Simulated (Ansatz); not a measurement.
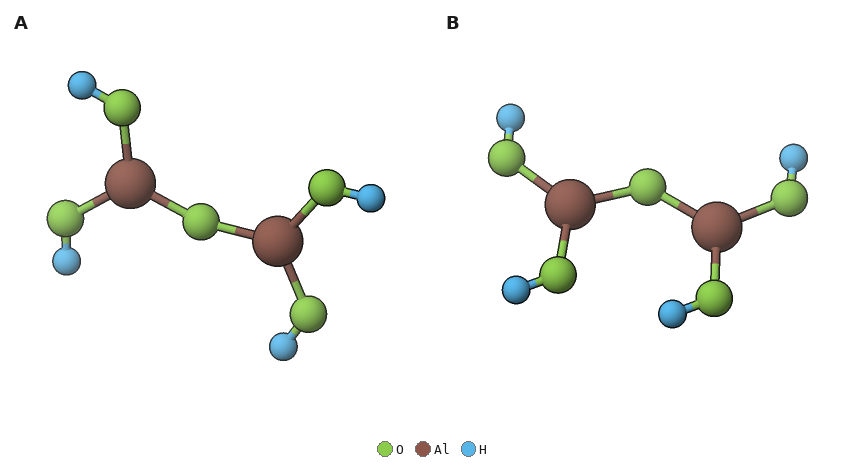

2 stationary structures of one formula. Geometries: PBE0-D4/def2-TZVP. Electronic energies: RHF-CCSD(T) (frozen core)/def2-TZVPPD (Ansatz 0.2.0), without zero-point energy. No frequency run is at hand to confirm each as a minimum.

> Which is lowest in energy, and by how much?

A is lowest; B lies 0.006 eV above it.
